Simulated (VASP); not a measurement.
Shape and ions are relaxed at each volume.

Energy against volume of TiB$_{2}$ (AlB2 type). Method: revTPSS meta-GGA, VASP's PBE PAW potentials (set 64) (plane waves; VASP).

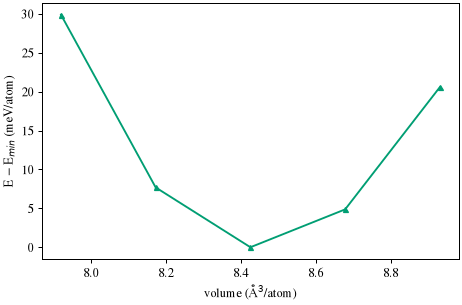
Figure. Energy against volume

Problem. Estimate the equilibrium volume and the bulk modulus.

Solution. The minimum lies near 8.4 Å³/atom, and the curvature gives B0 of about 260 GPa.

Measured: bulk modulus 240 GPa (computed value off by +9.1 %), as given by Synthesis of Binary Transition Metal Nitrides, Carbides and Borides from the Elements in the Laser-Heated Diamond …. The calculation is for a static lattice, while the measured bulk modulus holds thermal and zero-point effects, which are part of the difference.

The compound is TiB2 in the AlB2 type structure. It was relaxed first.
